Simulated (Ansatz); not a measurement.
**H4O2Sn: a dynamics run in two tries**

Aim: a short trajectory for this system. SMILES of the start: [OH][SnH2][OH].

Method: RKS PBE-D4/def2-SVP, in Ansatz 0.2.0.

### 1 The starting structure

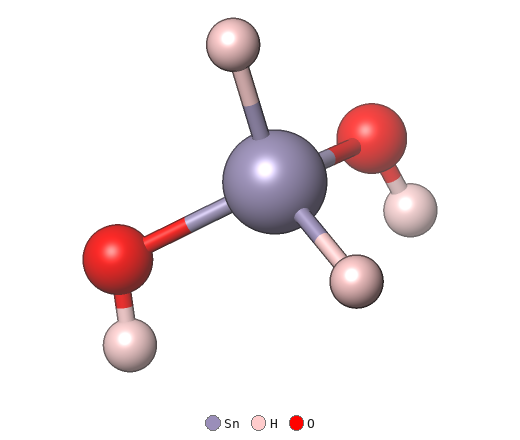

Start, viewed from a free direction; tin purple, hydrogen pink, oxygen red.

Coordinates:

```xyz
7

Sn   -0.0683    0.0446    0.0363
H     0.1286   -0.0301    1.7611
O     1.7216   -0.1372   -0.8627
H     2.2491   -0.8427   -0.4419
H    -0.7390    1.4596   -0.6583
O    -1.2891   -1.4367   -0.5658
H    -1.1105   -2.2543   -0.0630
```

### 2 The run

Contents of input.yaml:

```yaml
crystal:
  periodic: [false, false, false]
  atoms:
    - { symbol: Sn, position_ang: [-0.068345, 0.044619, 0.036261] }
    - { symbol: H, position_ang: [0.128641, -0.030064, 1.761098] }
    - { symbol: O, position_ang: [1.721592, -0.137211, -0.862743] }
    - { symbol: H, position_ang: [2.249082, -0.842701, -0.441899] }
    - { symbol: H, position_ang: [-0.738991, 1.459602, -0.658305] }
    - { symbol: O, position_ang: [-1.2891, -1.43667, -0.565769] }
    - { symbol: H, position_ang: [-1.110479, -2.254275, -0.063044] }
basis:
  gaussian: { orbitals: def2-SVP }
hamiltonian:
  xc: pbe
  dispersion: d4
md:
  timestep: 0.25
  n_steps: 25
  ensemble: npt_langevin
  temperature: 3000.0
  initial_velocities: maxwell_boltzmann
  seed: 7156
  pressure: 1.0
```

Launch:

```sh
$ ansatz run input.yaml --threads 1 --pin off --max-ram 2048MiB --backend cpu --events-out ev --progress --plain --runs-dir out
```

What it wrote:

```text
Error: invalid value for `basis.gaussian`: such a run doesn't read md.pressure; remove what it names
```

Wall time 0.02 s (1 thread of Arm Neoverse V2, shared host); peak memory 0.027 GiB.

### 3 Reading the log

Nothing was computed: the input was turned down at the start. It says: «invalid value for `basis.gaussian`: such a run doesn't read md.pressure; remove what it names»

A barostat needs a periodic cell, and a molecule in free space has none.

Fix: use nve or an nvt ensemble and drop md.pressure.

### 4 The mended input

input.yaml: that of step 2 with these lines changed.

```diff
@@ -17,4 +17,4 @@
   timestep: 0.25
-  n_steps: 25
-  ensemble: npt_langevin
+  n_steps: 300
+  ensemble: nve_milne
   temperature: 3000.0
@@ -22,2 +22 @@
   seed: 7156
-  pressure: 1.0
```

Launch:

```sh
$ ansatz run input.yaml --threads 1 --pin off --max-ram 2048MiB --backend cpu --events-out ev --progress --plain --runs-dir out
```

The limit on steps is raised as well. The first and last lines of the walk in its log:

```text
md step     0: t =     0.00 fs  T =  3000.0 K  F+E_penalty+E_count = -9982.85305212 eV  E_kin = 1.938900 eV  conserved = -9980.91415213 eV  (25 SCF iters)
md step     1: t =     0.25 fs  T =  2996.4 K  F+E_penalty+E_count = -9982.85070728 eV  E_kin = 1.936556 eV  conserved = -9980.91415104 eV  (26 SCF iters, 3 dispersion substeps)
md step     2: t =     0.50 fs  T =  2985.6 K  F+E_penalty+E_count = -9982.84377035 eV  E_kin = 1.929622 eV  conserved = -9980.91414858 eV  (26 SCF iters, 3 dispersion substeps)
[...]
md step   298: t =    74.50 fs  T =  1465.1 K  F+E_penalty+E_count = -9981.86104850 eV  E_kin = 0.946899 eV  conserved = -9980.91414974 eV  (27 SCF iters, 3 dispersion substeps)
md step   299: t =    74.75 fs  T =  1445.3 K  F+E_penalty+E_count = -9981.84822079 eV  E_kin = 0.934074 eV  conserved = -9980.91414716 eV  (27 SCF iters, 3 dispersion substeps)
md step   300: t =    75.00 fs  T =  1425.4 K  F+E_penalty+E_count = -9981.83539063 eV  E_kin = 0.921249 eV  conserved = -9980.91414176 eV  (28 SCF iters, 3 dispersion substeps)
```

It took 8.3 min on 1 thread of Arm Neoverse V2, shared host; peak memory 0.14 GiB.

The second input runs as intended: 300 steps, ending at 1425 K.

### 5 Results

```
 quantity                                                                    value
first try                                                                  refused
    cause  a barostat needs a periodic cell, and a molecule in free space has none
```

In words: The fault in the first input was caught at the input check and cost nothing.
